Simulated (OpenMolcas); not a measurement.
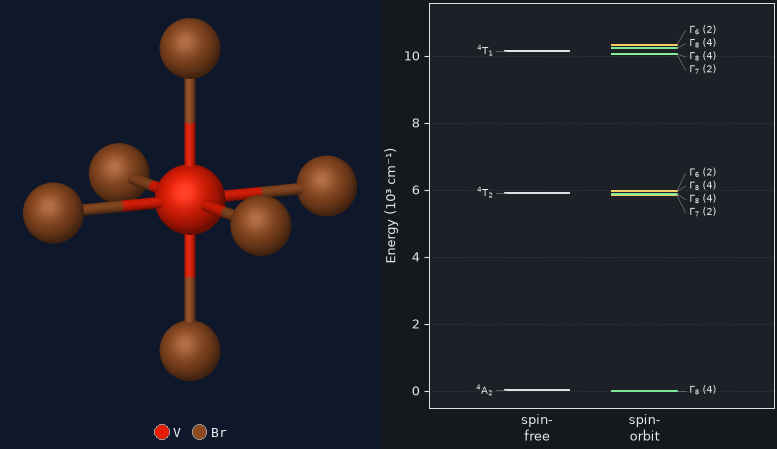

V²⁺ (3d³) as a dopant in CsCaBr₃, a cluster with its 6 nearest Br⁻ at 2.690 Å (octahedron) embedded in model potentials and point charges; the geometry was set, not optimised, and its levels. Labels give the representation in O, Td, D4 or D3 as the site allows (double group for half-integer spin) where it could be assigned and, in brackets, the degeneracy; spin-free states, where drawn, share the zero of the spin-orbit levels. The calculation used state-averaged CASSCF, active space 3 electrons in the shell 3d, basis ANO-RCC-VDZP on all atoms, DKH2 scalar Hamiltonian, spin-orbit coupling by RASSI with atomic mean-field integrals (OpenMolcas).

Describe the ground state and the low levels.

Answer. The ground level is Γ₈, 4-fold degenerate, 100 % from states of spin multiplicity 4. The next level lies at 5,830 cm⁻¹ (Γ₇). The lowest spin-free state is ⁴A₂, from the free-ion F term; of the same spin there follow at 5,900 cm⁻¹ (⁴T₂) and 10,100 cm⁻¹ (⁴T₁) above it. A ligand-field fit to the spin-free states gives |10Dq| = 6,020 cm⁻¹, B = 889 and C = 3,360 cm⁻¹ (rms misfit 90 cm⁻¹). The active orbitals hold 93 to 97 % metal character (Löwdin), and the Mulliken charge of the metal is +1.01.

Caveat: covalent bonds, ligand orbitals missing from the active space; the geometry is set by hand, with no relaxation and no charge compensation.
